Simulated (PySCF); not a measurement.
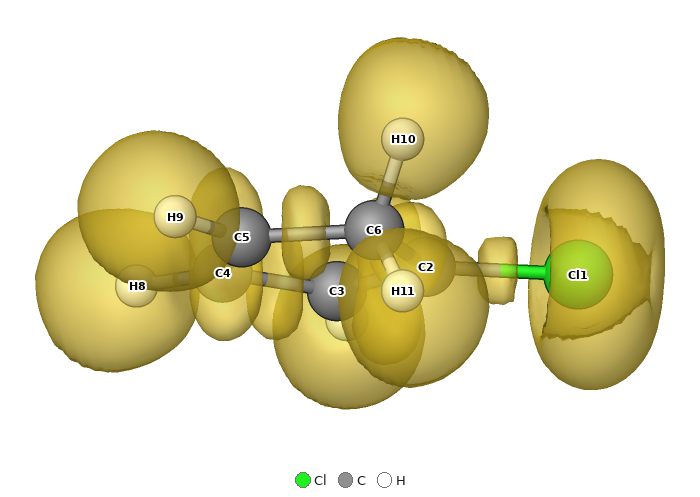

Figure 1: C₅H₅Cl (SMILES ClC1=CC=CC1). Isosurface of the electron localisation function at 0.8 (yellow), seen from one side. Only the valence region is drawn (cores and ρ < 0.01 e/Å³ removed).

Geometry: GFN2-xTB.

These are results of PBE0/def2-SVPD, SCF density, gas phase (PySCF), not measurements.

```csv
atom,x (Å),y (Å),z (Å)
Cl,-2.5698,1.1240,0.2039
C,-0.9720,0.5415,0.0199
C,0.0618,1.1625,-0.5689
C,1.2155,0.2937,-0.4886
C,0.8854,-0.8419,0.1413
C,-0.5547,-0.7991,0.5335
H,0.0578,2.1338,-1.0263
H,2.1794,0.5540,-0.8862
H,1.5214,-1.6802,0.3548
H,-1.1303,-1.6062,0.0771
H,-0.6892,-0.8794,1.6136
```

> Identify the bonds, lone pairs and shells in this picture.

The ELF exceeds this value in five regions between bonded C–C atoms (shared pairs), one region between bonded C–Cl atoms (shared pairs), five regions around hydrogen nuclei and one ring or bowl of non-bonding electrons around Cl.

Values along the shortest contacts:
C–C (1.34 Å): the ELF peaks at about 0.90 between the atoms (a short, multiple covalent bond). C–Cl (1.71 Å): the ELF peaks at about 0.90 between the atoms; localised, covalent bonding.
